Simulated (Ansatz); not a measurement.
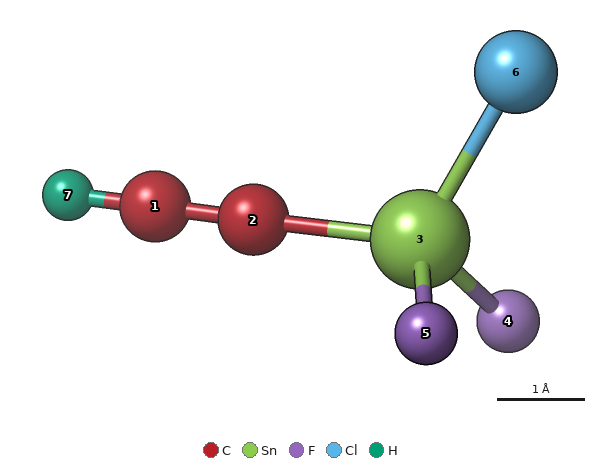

*The input geometry (ball-and-stick view, seen at a tilt; atoms are numbered from 1 in the order of the input). Sticks mark near contacts.*

Bond lengths as drawn: Cl–Sn 2.28 Å, C–C 1.20 Å, C–H 1.07 Å, C–Sn 2.04 Å and F–Sn 1.89 Å.

Molecular dynamics, with input and output: C₂HClF₂Sn (part 1 of 2)

System: C₂HClF₂Sn, SMILES C#[C][Sn]([F])([F])[Cl].
Method: RKS PBE-d3bjatm/def2-SVP (Ansatz 0.2.0).

The geometry comes from this level: PBE0-D4/def2-TZVP. Figures and captions count atoms from 1; the log counts them from 0 in places.

## The program's output
```
Functional definition: PBE
  name "PBE"
  cite "Perdew, Burke & Ernzerhof, Phys. Rev. Lett. 77, 3865 (1996) doi:10.1103/PhysRevLett.77.3865"
  parent pbe
  parameter kappa = 0.804
  parameter beta = 0.06672455060314922
  exchange = pbe_x(kappa = kappa, mu = beta*pi^2/3)
  correlation = pbe_c(beta = beta)
1156 factors; their error is unknown
mean field evaluation 1: about -25845.9143 eV, gradient 6.6e1 eV
mean field evaluation 2: about -25813.2358 eV, gradient 1.4e2 eV
mean field evaluation 4: about -25854.7311 eV, gradient 1.8e1 eV
mean field evaluation 8: about -25855.4735 eV, gradient 2.7e-1 eV
mean field evaluation 16: about -25855.4284 eV, gradient 1.9e-3 eV
mean field -25855.42841387 eV, -950.1694687709 hartree, gradient 1.6e-5 eV, S^2 0.000000; 0 other end points of the search recorded, 0 dependent functions left out
the calculation of the forces begins
reference -25855.42845477 eV, -950.1694702739 hartree; 35, 35 occupied and 70, 70 virtual orbitals, 1156 factors
md step     0: t =     0.00 fs  T =   600.0 K  F+E_penalty+E_count = -25855.59078267 eV  E_kin = 0.542892 eV  (28 SCF iters)
these checks for a lower state are left out or cut short: starts, cluster_reference, orbital_swaps, neighbouring_geometries, increment
1156 factors; their error is unknown
mean field -25855.40505432 eV, -950.1686103231 hartree, gradient 1.6e-5 eV, S^2 0.000000; 0 other end points of the search recorded, 0 dependent functions left out
the calculation of the forces begins
reference -25855.40509516 eV, -950.1686118241 hartree; 35, 35 occupied and 70, 70 virtual orbitals, 1156 factors
md step     1: t =     0.50 fs  T =   547.7 K  F+E_penalty+E_count = -25855.56760080 eV  E_kin = 0.495569 eV  (30 SCF iters)
[... from here on the SCF iterations and repeated set-up lines of each step are left out, up to the last step ...]
md step     2: t =     1.00 fs  T =   520.8 K  F+E_penalty+E_count = -25855.54563027 eV  E_kin = 0.471266 eV  (29 SCF iters)
md step     3: t =     1.50 fs  T =   484.3 K  F+E_penalty+E_count = -25855.52757391 eV  E_kin = 0.438180 eV  (30 SCF iters)
md step     4: t =     2.00 fs  T =   466.7 K  F+E_penalty+E_count = -25855.51420123 eV  E_kin = 0.422259 eV  (30 SCF iters)
md step     5: t =     2.50 fs  T =   453.6 K  F+E_penalty+E_count = -25855.50839226 eV  E_kin = 0.410468 eV  (29 SCF iters)
md step     6: t =     3.00 fs  T =   452.7 K  F+E_penalty+E_count = -25855.51075102 eV  E_kin = 0.409576 eV  (30 SCF iters)
md step     7: t =     3.50 fs  T =   488.1 K  F+E_penalty+E_count = -25855.51719849 eV  E_kin = 0.441653 eV  (30 SCF iters)
md step     8: t =     4.00 fs  T =   523.6 K  F+E_penalty+E_count = -25855.52274776 eV  E_kin = 0.473739 eV  (29 SCF iters)
md step     9: t =     4.50 fs  T =   512.4 K  F+E_penalty+E_count = -25855.52525103 eV  E_kin = 0.463658 eV  (30 SCF iters)
md step    10: t =     5.00 fs  T =   531.1 K  F+E_penalty+E_count = -25855.52174620 eV  E_kin = 0.480579 eV  (31 SCF iters)
md step    11: t =     5.50 fs  T =   559.4 K  F+E_penalty+E_count = -25855.50938766 eV  E_kin = 0.506177 eV  (30 SCF iters)
md step    12: t =     6.00 fs  T =   568.3 K  F+E_penalty+E_count = -25855.49121827 eV  E_kin = 0.514227 eV  (31 SCF iters)
md step    13: t =     6.50 fs  T =   514.1 K  F+E_penalty+E_count = -25855.47118982 eV  E_kin = 0.465125 eV  (30 SCF iters)
md step    14: t =     7.00 fs  T =   529.4 K  F+E_penalty+E_count = -25855.45132493 eV  E_kin = 0.479012 eV  (31 SCF iters)
md step    15: t =     7.50 fs  T =   487.3 K  F+E_penalty+E_count = -25855.43249455 eV  E_kin = 0.440925 eV  (30 SCF iters)
md step    16: t =     8.00 fs  T =   472.4 K  F+E_penalty+E_count = -25855.41629174 eV  E_kin = 0.427406 eV  (30 SCF iters)
md step    17: t =     8.50 fs  T =   524.5 K  F+E_penalty+E_count = -25855.40289801 eV  E_kin = 0.474570 eV  (31 SCF iters)
md step    18: t =     9.00 fs  T =   542.3 K  F+E_penalty+E_count = -25855.39307425 eV  E_kin = 0.490729 eV  (29 SCF iters)
md step    19: t =     9.50 fs  T =   529.4 K  F+E_penalty+E_count = -25855.38557463 eV  E_kin = 0.479027 eV  (31 SCF iters)
md step    20: t =    10.00 fs  T =   523.4 K  F+E_penalty+E_count = -25855.37988689 eV  E_kin = 0.473594 eV  (31 SCF iters)
md step    21: t =    10.50 fs  T =   520.6 K  F+E_penalty+E_count = -25855.37701202 eV  E_kin = 0.471044 eV  (31 SCF iters)
md step    22: t =    11.00 fs  T =   511.0 K  F+E_penalty+E_count = -25855.37761455 eV  E_kin = 0.462323 eV  (31 SCF iters)
md step    23: t =    11.50 fs  T =   497.2 K  F+E_penalty+E_count = -25855.38223010 eV  E_kin = 0.449847 eV  (32 SCF iters)
md step    24: t =    12.00 fs  T =   466.3 K  F+E_penalty+E_count = -25855.39216627 eV  E_kin = 0.421912 eV  (31 SCF iters)
md step    25: t =    12.50 fs  T =   466.8 K  F+E_penalty+E_count = -25855.41032556 eV  E_kin = 0.422349 eV  (32 SCF iters)
md step    26: t =    13.00 fs  T =   523.8 K  F+E_penalty+E_count = -25855.43698715 eV  E_kin = 0.473958 eV  (32 SCF iters)
md step    27: t =    13.50 fs  T =   526.2 K  F+E_penalty+E_count = -25855.46414756 eV  E_kin = 0.476085 eV  (31 SCF iters)
md step    28: t =    14.00 fs  T =   548.5 K  F+E_penalty+E_count = -25855.48180201 eV  E_kin = 0.496332 eV  (31 SCF iters)
md step    29: t =    14.50 fs  T =   552.9 K  F+E_penalty+E_count = -25855.48467870 eV  E_kin = 0.500247 eV  (32 SCF iters)
md step    30: t =    15.00 fs  T =   546.5 K  F+E_penalty+E_count = -25855.47514825 eV  E_kin = 0.494464 eV  (32 SCF iters)
md step    31: t =    15.50 fs  T =   504.4 K  F+E_penalty+E_count = -25855.45936581 eV  E_kin = 0.456361 eV  (32 SCF iters)
md step    32: t =    16.00 fs  T =   495.3 K  F+E_penalty+E_count = -25855.44114049 eV  E_kin = 0.448125 eV  (32 SCF iters)
md step    33: t =    16.50 fs  T =   463.9 K  F+E_penalty+E_count = -25855.42573237 eV  E_kin = 0.419741 eV  (32 SCF iters)
md step    34: t =    17.00 fs  T =   477.5 K  F+E_penalty+E_count = -25855.41831190 eV  E_kin = 0.432018 eV  (32 SCF iters)
md step    35: t =    17.50 fs  T =   456.3 K  F+E_penalty+E_count = -25855.42598233 eV  E_kin = 0.412874 eV  (31 SCF iters)
md step    36: t =    18.00 fs  T =   470.6 K  F+E_penalty+E_count = -25855.44694683 eV  E_kin = 0.425820 eV  (30 SCF iters)
md step    37: t =    18.50 fs  T =   481.6 K  F+E_penalty+E_count = -25855.47263770 eV  E_kin = 0.435752 eV  (29 SCF iters)
md step    38: t =    19.00 fs  T =   464.7 K  F+E_penalty+E_count = -25855.49693079 eV  E_kin = 0.420439 eV  (31 SCF iters)
md step    39: t =    19.50 fs  T =   496.2 K  F+E_penalty+E_count = -25855.51399008 eV  E_kin = 0.448992 eV  (31 SCF iters)
md step    40: t =    20.00 fs  T =   474.6 K  F+E_penalty+E_count = -25855.51865041 eV  E_kin = 0.429399 eV  (31 SCF iters)
md step    41: t =    20.50 fs  T =   505.2 K  F+E_penalty+E_count = -25855.51212896 eV  E_kin = 0.457116 eV  (31 SCF iters)
md step    42: t =    21.00 fs  T =   474.6 K  F+E_penalty+E_count = -25855.50183827 eV  E_kin = 0.429421 eV  (31 SCF iters)
md step    43: t =    21.50 fs  T =   472.7 K  F+E_penalty+E_count = -25855.49354929 eV  E_kin = 0.427680 eV  (31 SCF iters)
md step    44: t =    22.00 fs  T =   515.4 K  F+E_penalty+E_count = -25855.48967602 eV  E_kin = 0.466388 eV  (31 SCF iters)
md step    45: t =    22.50 fs  T =   551.5 K  F+E_penalty+E_count = -25855.49129947 eV  E_kin = 0.498965 eV  (31 SCF iters)
md step    46: t =    23.00 fs  T =   568.7 K  F+E_penalty+E_count = -25855.49322030 eV  E_kin = 0.514609 eV  (31 SCF iters)
md step    47: t =    23.50 fs  T =   522.9 K  F+E_penalty+E_count = -25855.48775067 eV  E_kin = 0.473165 eV  (30 SCF iters)
md step    48: t =    24.00 fs  T =   512.6 K  F+E_penalty+E_count = -25855.47336054 eV  E_kin = 0.463808 eV  (30 SCF iters)
md step    49: t =    24.50 fs  T =   487.4 K  F+E_penalty+E_count = -25855.45063224 eV  E_kin = 0.441033 eV  (30 SCF iters)
these checks for a lower state are left out or cut short: starts, cluster_reference, orbital_swaps, neighbouring_geometries, increment
1156 factors; their error is unknown
mean field -25855.26754529 eV, -950.1635569596 hartree, gradient 2.4e-5 eV, S^2 0.000000; 0 other end points of the search recorded, 0 dependent functions left out
the calculation of the forces begins
reference -25855.26758644 eV, -950.1635584719 hartree; 35, 35 occupied and 70, 70 virtual orbitals, 1156 factors
1156 factors; their error is unknown
mean field evaluation 416: about -25855.3027 eV, gradient 2.0e0 eV
mean field -25855.26754529 eV, -950.1635569596 hartree, gradient 2.4e-5 eV, S^2 0.000000; 1 other end points of the search recorded, 0 dependent functions left out
the calculation of the forces begins
reference -25855.26758644 eV, -950.1635584719 hartree; 35, 35 occupied and 70, 70 virtual orbitals, 1156 factors
md step    50: t =    25.00 fs  T =   468.1 K  F+E_penalty+E_count = -25855.42616619 eV  E_kin = 0.423518 eV  (29 SCF iters)
```

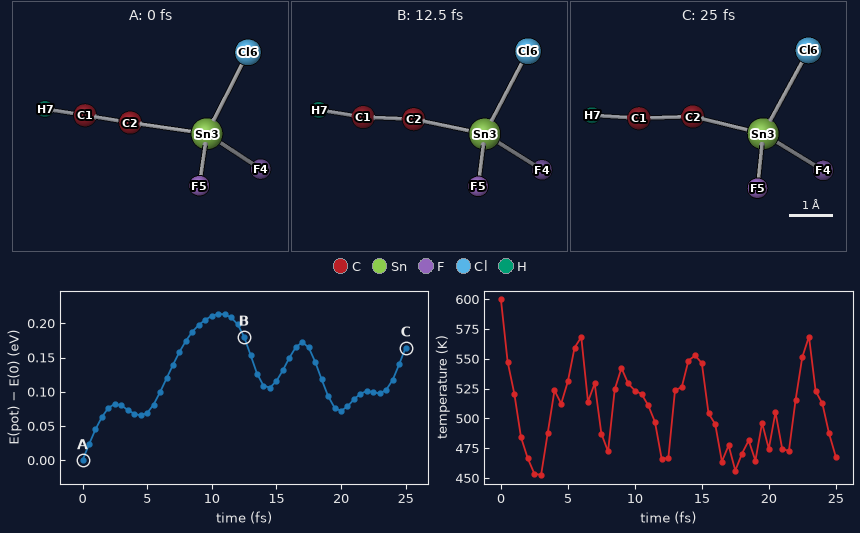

*Frames of the molecular dynamics (ball-and-stick, seen at a tilt) above the curves, on which the letters mark them.*

The trajectory kept here has 51 frames over 25 fs. The temperature starts at 600 K, ranges from 453 to 600 K and averages 501 K over the second half. The potential energy ends 0.165 eV above its first value. After an unweighted best fit of the last frame on the first, the root-mean-square displacement is 0.21 Å, and C2 has moved furthest (0.41 Å).

```
Total energy: -25855.42620735 eV, -950.1693876826 hartree
Atom 0 at     1.514590    -1.445507     0.725348 Å, force    -1.394958     0.341175     0.144628 eV/Å
Atom 1 at     0.410706    -0.861776     0.507646 Å, force     2.997955    -1.190738     0.262112 eV/Å
Atom 2 at    -0.608838     0.673699    -0.407031 Å, force    -0.958114     0.951003    -0.499843 eV/Å
Atom 3 at    -2.222093    -0.011145    -1.277364 Å, force     0.367859     0.043568     0.159756 eV/Å
Atom 4 at     0.209537     1.677099    -1.905764 Å, force    -0.125401    -0.565479     0.750084 eV/Å
Atom 5 at    -1.430266     2.323902     1.099317 Å, force     0.328621    -0.417858    -0.336084 eV/Å
Atom 6 at     2.406905    -2.065989     1.047239 Å, force    -1.215962     0.838328    -0.480653 eV/Å
Dipole moment:     0.672091    -0.474381     0.416271 e Å
```

## Trajectory as extended XYZ (Å, eV, eV/Å), 51 frames, from step=0 to step=50
```
7
Properties=species:S:1:pos:R:3:forces:R:3 step=0 time_fs=0.0 energy=-25855.59078 temperature=600.0
C     1.3911   -1.5475    0.7501    1.1137  -1.2274   0.6424
C     0.6372   -0.7170    0.3143   -1.1691   1.2967  -0.6491
Sn   -0.6413    0.7021   -0.3964    0.4530  -0.3635   0.6779
F    -2.1506   -0.1019   -1.2042   -1.0695  -0.5720  -0.5728
F     0.1665    1.6914   -1.7912    0.5743   0.7004  -0.9893
Cl   -1.4017    2.1905    1.1494   -0.3055   0.6117   0.6630
H     2.0600   -2.2858    1.1324    0.4031  -0.4458   0.2280
7
Properties=species:S:1:pos:R:3:forces:R:3 step=1 time_fs=0.5 energy=-25855.56760 temperature=547.7
C     1.3888   -1.5438    0.7479    1.1899  -1.2444   0.6754
C     0.6316   -0.7189    0.3191   -1.4609   1.5835  -0.8119
Sn   -0.6405    0.7013   -0.3964    0.3909  -0.3748   0.7340
F    -2.1514   -0.0993   -1.2042   -1.0760  -0.5745  -0.5784
F     0.1664    1.6883   -1.7903    0.6094   0.7330  -1.0393
Cl   -1.4019    2.1919    1.1477   -0.2999   0.6079   0.6562
H     2.0690   -2.2584    1.1293    0.6465  -0.7308   0.3639
7
Properties=species:S:1:pos:R:3:forces:R:3 step=2 time_fs=1.0 energy=-25855.54563 temperature=520.8
C     1.3863   -1.5411    0.7458    1.2522  -1.2547   0.7003
C     0.6255   -0.7207    0.3235   -1.6808   1.7837  -0.9290
Sn   -0.6398    0.7006   -0.3967    0.3135  -0.3809   0.7843
F    -2.1525   -0.0974   -1.2042   -1.0720  -0.5707  -0.5784
F     0.1665    1.6855   -1.7895    0.6424   0.7636  -1.0866
Cl   -1.4022    2.1937    1.1461   -0.2920   0.5993   0.6443
H     2.0796   -2.2325    1.1278    0.8367  -0.9402   0.4651
7
Properties=species:S:1:pos:R:3:forces:R:3 step=3 time_fs=1.5 energy=-25855.52757 temperature=484.3
C     1.3842   -1.5390    0.7438    1.3192  -1.2772   0.7273
C     0.6190   -0.7224    0.3279   -1.8405   1.9144  -1.0087
Sn   -0.6393    0.6999   -0.3971    0.2367  -0.3802   0.8303
F    -2.1538   -0.0956   -1.2043   -1.0657  -0.5654  -0.5775
F     0.1670    1.6828   -1.7889    0.6713   0.7892  -1.1272
Cl   -1.4024    2.1956    1.1446   -0.2827   0.5876   0.6290
H     2.0912   -2.2091    1.1273    0.9618  -1.0684   0.5268
7
Properties=species:S:1:pos:R:3:forces:R:3 step=4 time_fs=2.0 energy=-25855.51420 temperature=466.7
C     1.3824   -1.5371    0.7420    1.3877  -1.3027   0.7544
C     0.6124   -0.7242    0.3320   -1.9392   1.9776  -1.0522
Sn   -0.6389    0.6991   -0.3975    0.1630  -0.3659   0.8776
F    -2.1552   -0.0936   -1.2044   -1.0644  -0.5624  -0.5791
F     0.1676    1.6801   -1.7884    0.6974   0.8118  -1.1632
Cl   -1.4028    2.1978    1.1435   -0.2708   0.5708   0.6085
H     2.1035   -2.1881    1.1274    1.0262  -1.1292   0.5541
7
Properties=species:S:1:pos:R:3:forces:R:3 step=5 time_fs=2.5 energy=-25855.50839 temperature=453.6
C     1.3809   -1.5354    0.7402    1.5249  -1.3830   0.8171
C     0.6055   -0.7258    0.3353   -1.9739   1.9721  -1.0594
Sn   -0.6386    0.6983   -0.3981    0.0917  -0.3398   0.9298
F    -2.1564   -0.0916   -1.2044   -1.0724  -0.5637  -0.5855
F     0.1680    1.6774   -1.7879    0.7241   0.8358  -1.2007
Cl   -1.4033    2.2001    1.1424   -0.2573   0.5509   0.5851
H     2.1180   -2.1696    1.1289    0.9630  -1.0724   0.5136
7
Properties=species:S:1:pos:R:3:forces:R:3 step=6 time_fs=3.0 energy=-25855.51075 temperature=452.7
C     1.3796   -1.5335    0.7385    1.7574  -1.5255   0.9278
C     0.5985   -0.7266    0.3381   -1.9330   1.8878  -1.0255
Sn   -0.6384    0.6975   -0.3987    0.0162  -0.3019   0.9731
F    -2.1573   -0.0900   -1.2044   -1.0819  -0.5651  -0.5922
F     0.1685    1.6747   -1.7877    0.7484   0.8582  -1.2354
Cl   -1.4036    2.2024    1.1413   -0.2446   0.5317   0.5621
H     2.1362   -2.1534    1.1322    0.7375  -0.8851   0.3901
7
Properties=species:S:1:pos:R:3:forces:R:3 step=7 time_fs=3.5 energy=-25855.51720 temperature=488.1
C     1.3787   -1.5319    0.7367    1.9772  -1.6165   1.0281
C     0.5914   -0.7262    0.3406   -1.7719   1.6799  -0.9284
Sn   -0.6381    0.6968   -0.3993   -0.0739  -0.2509   1.0012
F    -2.1584   -0.0887   -1.2046   -1.0839  -0.5625  -0.5948
F     0.1690    1.6722   -1.7878    0.7693   0.8770  -1.2653
Cl   -1.4038    2.2050    1.1403   -0.2321   0.5122   0.5384
H     2.1579   -2.1378    1.1361    0.4154  -0.6392   0.2208
7
Properties=species:S:1:pos:R:3:forces:R:3 step=8 time_fs=4.0 energy=-25855.52275 temperature=523.6
C     1.3782   -1.5309    0.7348    2.0966  -1.5791   1.0743
C     0.5840   -0.7248    0.3430   -1.4737   1.3343  -0.7625
Sn   -0.6377    0.6962   -0.3999   -0.1869  -0.1837   1.0117
F    -2.1596   -0.0874   -1.2052   -1.0748  -0.5541  -0.5914
F     0.1694    1.6700   -1.7880    0.7873   0.8927  -1.2903
Cl   -1.4037    2.2076    1.1395   -0.2189   0.4908   0.5128
H     2.1814   -2.1219    1.1398    0.0703  -0.4008   0.0454
7
Properties=species:S:1:pos:R:3:forces:R:3 step=9 time_fs=4.5 energy=-25855.52525 temperature=512.4
C     1.3782   -1.5303    0.7333    2.1011  -1.4152   1.0619
C     0.5762   -0.7229    0.3452   -1.0582   0.8763  -0.5411
Sn   -0.6371    0.6955   -0.4004   -0.3199  -0.0989   0.9963
F    -2.1611   -0.0861   -1.2063   -1.0512  -0.5386  -0.5799
F     0.1697    1.6680   -1.7888    0.7987   0.9003  -1.3033
Cl   -1.4038    2.2103    1.1388   -0.2048   0.4672   0.4850
H     2.2051   -2.1064    1.1432   -0.2657  -0.1911  -0.1188
7
Properties=species:S:1:pos:R:3:forces:R:3 step=10 time_fs=5.0 energy=-25855.52175 temperature=531.1
C     1.3786   -1.5302    0.7322    2.0162  -1.1562   1.0078
C     0.5683   -0.7205    0.3472   -0.5472   0.3308  -0.2777
Sn   -0.6365    0.6946   -0.4008   -0.4595   0.0043   0.9625
F    -2.1627   -0.0848   -1.2076   -1.0239  -0.5215  -0.5662
F     0.1700    1.6660   -1.7900    0.8038   0.9007  -1.3057
Cl   -1.4041    2.2129    1.1382   -0.1898   0.4424   0.4560
H     2.2285   -2.0924    1.1467   -0.5996  -0.0004  -0.2768
7
Properties=species:S:1:pos:R:3:forces:R:3 step=11 time_fs=5.5 energy=-25855.50939 temperature=559.4
C     1.3794   -1.5305    0.7315    1.8656  -0.8317   0.9226
C     0.5603   -0.7178    0.3495    0.0137  -0.2570   0.0048
Sn   -0.6358    0.6936   -0.4011   -0.6052   0.1211   0.9202
F    -2.1644   -0.0832   -1.2088   -0.9946  -0.5038  -0.5516
F     0.1705    1.6642   -1.7912    0.8060   0.8973  -1.3027
Cl   -1.4045    2.2157    1.1378   -0.1735   0.4150   0.4245
H     2.2518   -2.0785    1.1497   -0.9120   0.1590  -0.4178
7
Properties=species:S:1:pos:R:3:forces:R:3 step=12 time_fs=6.0 energy=-25855.49122 temperature=568.3
C     1.3807   -1.5307    0.7315    1.6175  -0.4338   0.7886
C     0.5522   -0.7152    0.3520    0.5964  -0.8586   0.2925
Sn   -0.6348    0.6927   -0.4014   -0.7596   0.2439   0.8667
F    -2.1663   -0.0814   -1.2102   -0.9560  -0.4818  -0.5322
F     0.1712    1.6625   -1.7926    0.8047   0.8891  -1.2930
Cl   -1.4048    2.2186    1.1374   -0.1558   0.3853   0.3909
H     2.2735   -2.0635    1.1507   -1.1471   0.2558  -0.5134
7
Properties=species:S:1:pos:R:3:forces:R:3 step=13 time_fs=6.5 energy=-25855.47119 temperature=514.1
C     1.3822   -1.5308    0.7321    1.2762   0.0152   0.6134
C     0.5444   -0.7129    0.3545    1.1665  -1.4395   0.5688
Sn   -0.6338    0.6918   -0.4016   -0.9122   0.3682   0.8028
F    -2.1684   -0.0796   -1.2117   -0.9123  -0.4577  -0.5099
F     0.1719    1.6608   -1.7945    0.7990   0.8755  -1.2754
Cl   -1.4052    2.2216    1.1372   -0.1377   0.3552   0.3570
H     2.2917   -2.0469    1.1500   -1.2795   0.2831  -0.5567
7
Properties=species:S:1:pos:R:3:forces:R:3 step=14 time_fs=7.0 energy=-25855.45133 temperature=529.4
C     1.3840   -1.5309    0.7330    0.8801   0.4783   0.4157
C     0.5369   -0.7110    0.3572    1.6976  -1.9737   0.8216
Sn   -0.6330    0.6910   -0.4018   -1.0545   0.4892   0.7368
F    -2.1707   -0.0778   -1.2132   -0.8669  -0.4332  -0.4866
F     0.1726    1.6592   -1.7966    0.7895   0.8571  -1.2508
Cl   -1.4057    2.2247    1.1371   -0.1187   0.3234   0.3217
H     2.3068   -2.0292    1.1478   -1.3271   0.2588  -0.5583
7
Properties=species:S:1:pos:R:3:forces:R:3 step=15 time_fs=7.5 energy=-25855.43250 temperature=487.3
C     1.3861   -1.5308    0.7342    0.4748   0.9128   0.2202
C     0.5297   -0.7097    0.3603    2.1669  -2.4372   1.0393
Sn   -0.6321    0.6903   -0.4019   -1.1846   0.6011   0.6694
F    -2.1731   -0.0757   -1.2147   -0.8188  -0.4079  -0.4620
F     0.1735    1.6578   -1.7987    0.7769   0.8342  -1.2200
Cl   -1.4062    2.2279    1.1371   -0.0996   0.2917   0.2868
H     2.3194   -2.0112    1.1444   -1.3156   0.2054  -0.5337
7
Properties=species:S:1:pos:R:3:forces:R:3 step=16 time_fs=8.0 energy=-25855.41629 temperature=472.4
C     1.3884   -1.5306    0.7353    0.0499   1.3242   0.0275
C     0.5230   -0.7090    0.3638    2.5810  -2.8383   1.2243
Sn   -0.6311    0.6896   -0.4020   -1.3036   0.7024   0.5892
F    -2.1756   -0.0736   -1.2164   -0.7624  -0.3793  -0.4333
F     0.1747    1.6570   -1.8011    0.7579   0.8032  -1.1777
Cl   -1.4065    2.2309    1.1371   -0.0821   0.2631   0.2555
H     2.3288   -1.9934    1.1409   -1.2407   0.1247  -0.4856
```
